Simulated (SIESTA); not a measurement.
Band structure of YTe (Fm-3m, 2 atoms in the cell).

```xyz
2
Lattice="0.0000 3.0803 3.0803 3.0803 0.0000 3.0803 3.0803 3.0803 0.0000" Properties=species:S:1:pos:R:3 pbc="T T T"
Y      0.0000     0.0000     0.0000
Te     3.0803     3.0803     3.0803
```

Method of the run: SIESTA with GGA PBEsol, numerical atomic orbitals DZP, PseudoDojo PBEsol standard norm-conserving potentials (rewritten from UPF to PSML).

Settings: XC.functional = GGA; XC.authors = PBEsol; potentials = PseudoDojo PBEsol standard; PAO.BasisSize = DZP; PAO.EnergyShift = 0.01 Ry; MeshCutoff = 400 Ry; kgrid.MonkhorstPack = 12 12 12; OccupationFunction = FD; ElectronicTemperature = 0.1 eV; MaxSCFIterations = 150; SCF.Mixer.Method = Pulay; SCF.Mixer.Weight = 0.2; SCF.Mixer.History = 6; SCF.DM.Tolerance = 1.0E-05.

The starting cell comes from a database of computed structures (which also holds hypothetical and non-ambient phases and stackings), without a prior relaxation at this level. Spin-orbit coupling is off. Values carry the incompleteness of an atom-centred basis.

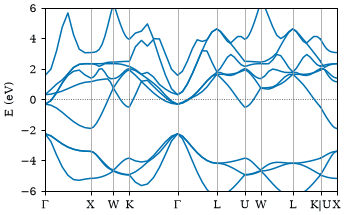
Figure: Bands along the path, energies from the Fermi level.

Levels in eV from the Fermi level, bands 11 to 16:
```
point     11     12     13     14     15     16
-----  -----  -----  -----  -----  -----  -----
Γ      -2.25  -2.25  -2.25  -0.31  -0.31  -0.31
X      -5.18  -3.40  -3.40  -1.90   1.16   1.41
W      -4.69  -4.69  -4.62   0.75   0.75   1.36
K      -4.95  -4.93  -3.85  -0.51   1.93   2.02
L      -6.35  -4.18  -4.18   1.65   1.65   1.78
U      -4.95  -4.93  -3.85  -0.51   1.93   2.02
```

Bands cross the Fermi level along this path, so the cell is metallic at this level.

Higher empty bands are left out: an atom-centred basis made for the valence describes them poorly.
